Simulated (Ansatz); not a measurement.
```csv
atom,x (Å),y (Å),z (Å)
B,0.0219,0.3094,-0.0206
H,-0.2251,0.8204,1.0342
F,1.2785,0.1679,-0.4393
F,-0.9506,-0.0409,-0.8608
N,0.0530,-2.3678,1.1449
H,-0.6504,-2.2707,0.4119
H,0.9511,-2.1079,0.7358
H,-0.1625,-1.6739,1.8613
```

Level of theory: Ansatz, RKS B3LYP/cc-pVDZ.

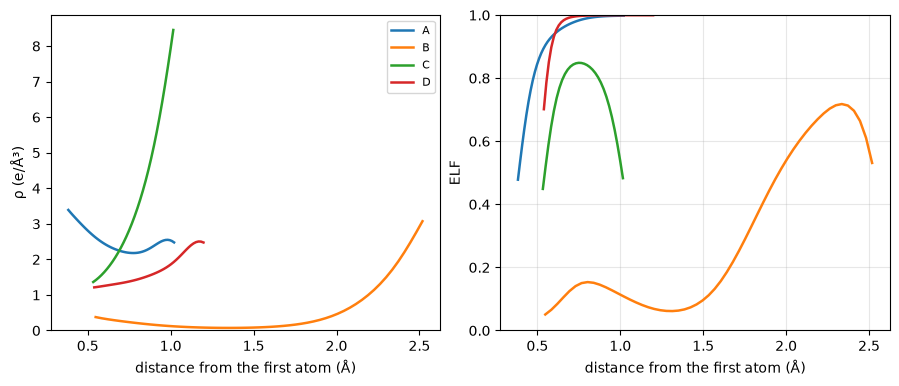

BF2H···NH3. Total electron density and ELF along straight lines between neighbouring atoms. The curves leave out the atomic cores.

Which curve belongs to which contact (B–F, B–H, B–N and N–H)? The first atom named is at distance zero.

Curve A: N–H (1.02 Å): the density is about 2.8 e/Å³ at the midpoint; the ELF climbs to about 1 towards the hydrogen, as it does in any bond to H: an ordinary covalent bond to hydrogen. Curve B: B1···N5 (2.92 Å): the density falls to about 0.07 e/Å³ on the way; the ELF is about 0.10 at the midpoint. Curve C: B–F (1.33 Å): the density is about 2.1 e/Å³ at the midpoint; the ELF peaks at about 0.85 between the atoms (a polar covalent bond). Curve D: B–H (1.20 Å): ρ is about 1.3 e/Å³ halfway; the ELF climbs to about 1 towards the hydrogen: an ordinary covalent bond to hydrogen.
